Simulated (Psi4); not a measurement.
**triplet CHClFNOSi at 3 levels**

Aim: a comparison of 3 runs (UHF/STO-3G, U-wB97X-V/6-31G*, UDSD-PBEP86/6-31G*) of triplet CHClFNOSi. 

Program for the calculation: Psi4 1.11.

**1. The structure to begin with**

CHClFNOSi has 7 atoms, charge 0, and is taken as a triplet. SMILES of the parent species: `O=C=N[SiH](F)Cl`. The coordinates come from a PBE0-D4/def2-TZVP relaxation. This is one conformer, not always the lowest. That shape belongs to the parent species and isn't relaxed for this state.

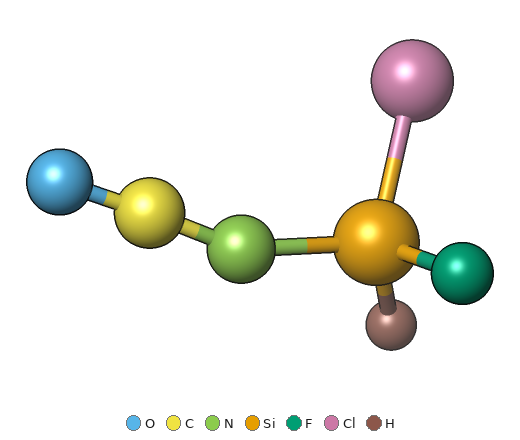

The structure, seen from a chosen angle (oxygen blue, carbon yellow, nitrogen green, silicon amber, fluorine teal, chlorine pink, hydrogen brown).

**2. The energy at UHF/STO-3G (run 1)**

The input, job.in:

```
memory 1600 mb

molecule m {
  0 3
  O      0.815200    -2.357500     1.658700
  C      0.512200    -1.559700     0.874600
  N      0.199300    -0.771000     0.028300
  Si    -0.274200     0.722000    -0.596700
  F      0.917700     1.292700    -1.464400
  Cl    -0.652900     2.033600     0.904000
  H     -1.456100     0.571700    -1.450200
  units angstrom
  symmetry c1
  no_reorient
  no_com
}

set globals {
  reference uhf
  puream true
  e_convergence 1e-09
  d_convergence 1e-08
  scf_type pk
  maxiter 100
}

energy("hf/STO-3G")
print_variables()
```

Command:

```bash
$ psi4 job.in job.out -n 1
```

job.out:

```text
[...]
  Running in c1 symmetry.
[...]
  Nuclear repulsion =  337.961761525461839
[...]
  Multiplicity = 3
[...]
  Nalpha       = 32
  Nbeta        = 30
[...]
    Number of basis functions: 39
[...]
   @UHF iter   1: -1003.47042984052246   -2.10683e+00   1.06601e-02 ADIIS/DIIS
[...]
   @UHF iter  50: -1003.66670017275851   -2.16005e-12   6.33827e-09 DIIS
[...]
   @S^2 Observed:                2.022038722E+00
[...]
  @UHF Final Energy: -1003.66670017275851
   => Energetics <=
    Nuclear Repulsion Energy =            337.9617615254618386
    One-Electron Energy =               -2066.0537183246133282
    Two-Electron Energy =                 724.4252566263928657
    Total Energy =                      -1003.6667001727585102
  UHF NO Occupations:
  HONO-2 :   30  A 1.9909754
  HONO-1 :   31  A 1.0000000
[...]
 Multipole Moments:
 ------------------------------------------------------------------------------------
     Multipole            Electronic (a.u.)      Nuclear  (a.u.)        Total (a.u.)
 ------------------------------------------------------------------------------------
 L = 1.  Multiply by 2.5417464519 to convert [e a0] to [Debye]
 Dipole X            :         -5.7268510            5.3951681           -0.3316829
 Dipole Y            :        -44.2781981           43.9739269           -0.3042712
 Dipole Z            :        -21.8457367           20.9753931           -0.8703437
 Magnitude           :                                                    0.9798431
[...]
```

It took 1.5 s on 1 thread of Intel Xeon 6975P-C (Granite Rapids), shared host; peak memory 0.18 GiB.

**3. A single-point energy at U-wB97X-V/6-31G(d) (spherical functions) (run 2)**

The input, chclfnosi.xyz:

```xyz
7
CHClFNOSi
O      0.815200    -2.357500     1.658700
C      0.512200    -1.559700     0.874600
N      0.199300    -0.771000     0.028300
Si    -0.274200     0.722000    -0.596700
F      0.917700     1.292700    -1.464400
Cl    -0.652900     2.033600     0.904000
H     -1.456100     0.571700    -1.450200
```

The input, chclfnosi.py:

```python
import psi4

psi4.set_memory(1600000000)
psi4.set_num_threads(1)
psi4.core.set_output_file('run.log', False)

with open('chclfnosi.xyz') as f:
    atoms = ''.join(f.readlines()[2:])
geom = psi4.geometry('0 3\n' + atoms + 'symmetry c1')

psi4.set_options({
    'basis': '6-31G*',
    'reference': 'uks',
    'puream': True,
    'e_convergence': 1e-09,
    'd_convergence': 1e-08,
    'scf_type': 'pk',
    'dft_radial_points': 99,
    'dft_spherical_points': 590,
    'maxiter': 100,
})

result, w = psi4.energy("WB97X-V", molecule=geom, return_wfn=True)
print('E =', round(result, 9))
```

Command:

```bash
$ python chclfnosi.py
```

run.log:

```text
[...]
  Running in c1 symmetry.
[...]
  Nuclear repulsion =  337.961761525461839
[...]
  Multiplicity = 3
[...]
  Nalpha       = 32
  Nbeta        = 30
[...]
    Number of basis functions: 94
[...]
   @UKS iter   1: -1017.53407453862269   -9.88883e-02   7.59179e-03 DIIS/ADIIS
[...]
   @UKS iter  36: -1017.86135183487011    3.06954e-12   5.91828e-09 DIIS
[...]
   @S^2 Observed:                2.023448354E+00
[...]
  @UKS Final Energy: -1017.86135183487011
   => Energetics <=
    Nuclear Repulsion Energy =            337.9617615254618386
    One-Electron Energy =               -2076.9293190757070988
    Two-Electron Energy =                 780.6099018933672369
    DFT Exchange-Correlation Energy =     -59.7578099845712742
    Empirical Dispersion Energy =           0.0000000000000000
    VV10 Nonlocal Energy =                  0.2541138065790430
    Total Energy =                      -1017.8613518348701064
[...]
 Multipole Moments:
 ------------------------------------------------------------------------------------
     Multipole            Electronic (a.u.)      Nuclear  (a.u.)        Total (a.u.)
 ------------------------------------------------------------------------------------
 L = 1.  Multiply by 2.5417464519 to convert [e a0] to [Debye]
 Dipole X            :          1.2825481           -1.5822631           -0.2997150
 Dipole Y            :          1.8192635           -2.1848610           -0.3655975
 Dipole Z            :          0.3036690           -0.6451026           -0.3414335
 Magnitude           :                                                    0.5831530
[...]
```

On the terminal:

```text
E = -1017.861351835
```

Wall time 3.3 min (1 thread of Intel Xeon 6975P-C (Granite Rapids), shared host); peak memory 0.84 GiB.

**4. A single-point energy at UDSD-PBEP86/6-31G(d) (density fitting for correlation, spherical functions) (run 3)**

chclfnosi.xyz is that of step 3.

The input, chclfnosi.py:

```python
import psi4

psi4.set_memory(1600000000)
psi4.set_num_threads(1)
psi4.core.set_output_file('psi4.out', False)

with open('chclfnosi.xyz') as f:
    atoms = ''.join(f.readlines()[2:])
mol = psi4.geometry('0 3\n' + atoms + 'symmetry c1\nno_reorient\nno_com')

options = {'reference': 'uks', 'puream': True, 'e_convergence': 1e-09, 'd_convergence': 1e-08, 'scf_type': 'pk', 'dft_radial_points': 99, 'dft_spherical_points': 590, 'num_frozen_docc': 14, 'maxiter': 100}
psi4.set_options(options)

E = psi4.energy("dsd-pbep86/6-31G*", molecule=mol)
print(f'total energy {E:.8f} hartree = {E * 27.211386:.5f} eV')
```

Command:

```bash
$ python chclfnosi.py
```

psi4.out:

```text
[...]
  Running in c1 symmetry.
[...]
  Nuclear repulsion =  337.961761525461839
[...]
  Multiplicity = 3
[...]
  Nalpha       = 32
  Nbeta        = 30
[...]
    Number of basis functions: 94
[...]
   @UKS iter   1: -1016.23036664436438   -1.66388e-01   6.69439e-03 DIIS/ADIIS
[...]
   @UKS iter  59: -1016.53495685481801   -6.49152e-11   5.66077e-09 DIIS
[...]
   @S^2 Observed:                2.013668551E+00
[...]
  @UKS Final Energy: -1016.53495685481801
   => Energetics <=
    Nuclear Repulsion Energy =            337.9617615254618386
    One-Electron Energy =               -2076.6033854632087241
    Two-Electron Energy =                 745.1262283963503705
    DFT Exchange-Correlation Energy =     -23.0195613134215513
    Empirical Dispersion Energy =           0.0000000000000000
    VV10 Nonlocal Energy =                  0.0000000000000000
    Total Energy =                      -1016.5349568548180059
[...]
 Multipole Moments:
 ------------------------------------------------------------------------------------
     Multipole            Electronic (a.u.)      Nuclear  (a.u.)        Total (a.u.)
 ------------------------------------------------------------------------------------
 L = 1.  Multiply by 2.5417464519 to convert [e a0] to [Debye]
 Dipole X            :         -5.7956179            5.3951681           -0.4004498
 Dipole Y            :        -44.1113833           43.9739269           -0.1374564
 Dipole Z            :        -21.4617716           20.9753931           -0.4863786
 Magnitude           :                                                    0.6448398
[...]
```

On the terminal:

```text
total energy -1016.94590912 hartree = -27672.50767 eV
```

Run time: 52 s. Hardware: 1 thread of Intel Xeon 6975P-C (Granite Rapids), shared host; peak memory 0.76 GiB.

**5. The series**

| run | level | integration grid | frozen core orbitals | energy (Eh) | dipole moment (D) | HOMO energy (eV) | LUMO energy (eV) | wall time |
| --- | --- | --- | --- | --- | --- | --- | --- | --- |
| 1 | UHF/STO-3G | – | 0 | -1003.666700 | 2.49 | -3.00 | 3.68 | 1.5 s |
| 2 | U-wB97X-V/6-31G* (spherical functions) | 99 radial × 590 angular | 0 | -1017.861352 | 1.48 | -4.49 | – | 3.3 min |
| 3 | UDSD-PBEP86/6-31G* (density fitting for correlation, spherical functions) | 99 radial × 590 angular | 14 | -1016.945909 | – | -4.71 | -3.37 | 52 s |

**6. Outcome**

```
                                                       quantity           value
                                            run 3: total energy  -1016.94591 Eh
run 3: HOMO energy (SCF part's orbitals) (highest over α and β)        -4.71 eV
 run 3: LUMO energy (SCF part's orbitals) (lowest over α and β)        -3.37 eV
                                                    run 3: ⟨S²⟩           2.014
```

**Reading.** Totals of different functionals can't be ranked against each other. In run 1 the basis is minimal, so the values are rough. All runs together took 4.1 min, the longest 3.3 min.
